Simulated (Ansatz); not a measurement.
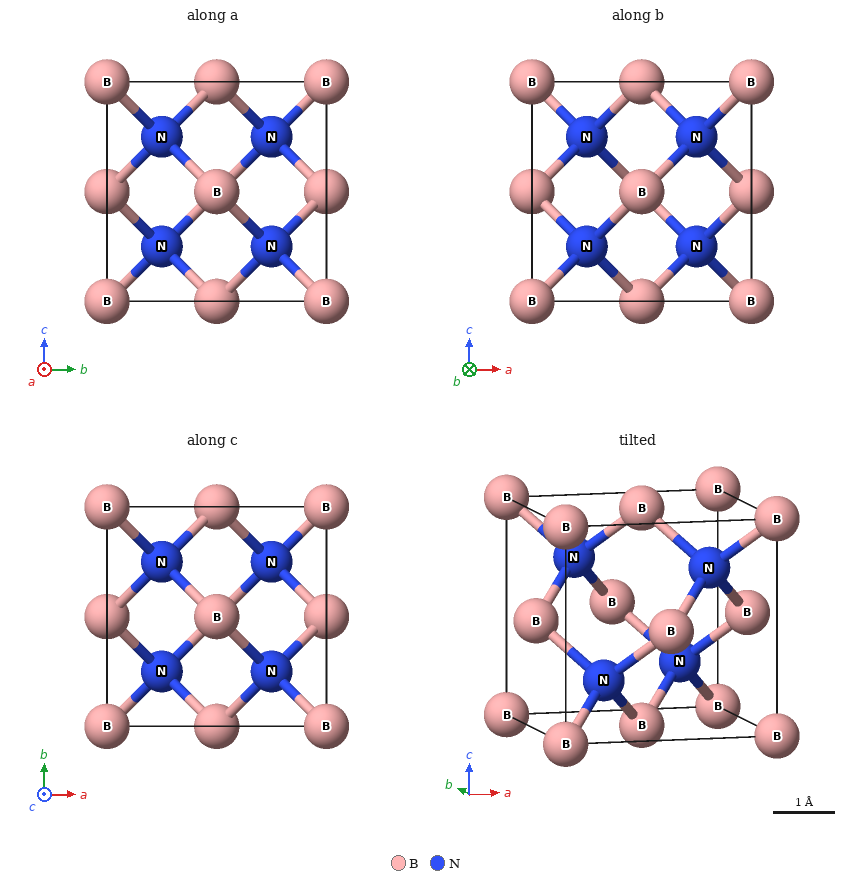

A ball-and-stick rendering, viewed along the a axis, along the b axis, along the c axis and slightly off an axis. The lines enclose the conventional unit cell; boundary atoms appear with their images.

Lattice parameters: a = 3.610 Å, b = 3.610 Å, c = 3.610 Å, α = 90.00°, β = 90.00°, γ = 90.00°.

Give the structure in the form of a table of Wyckoff sites.

Space group F-43m (No. 216).
```tsv
atom	site	x	y	z
B	4a	0.0000	0.0000	0.0000
N	4c	0.2500	0.7500	0.7500
```

The initial geometry was a structure type filled with these elements by a generator (whether the compound takes this form wasn't checked). Earlier steps of the study may have refined or changed the cell and positions. A calculation with Ansatz used it as input.

At this level of theory the cell isn't at rest (forces up to 4.4 eV/Å), so its distances can differ from those at equilibrium, the more so the softer the solid.
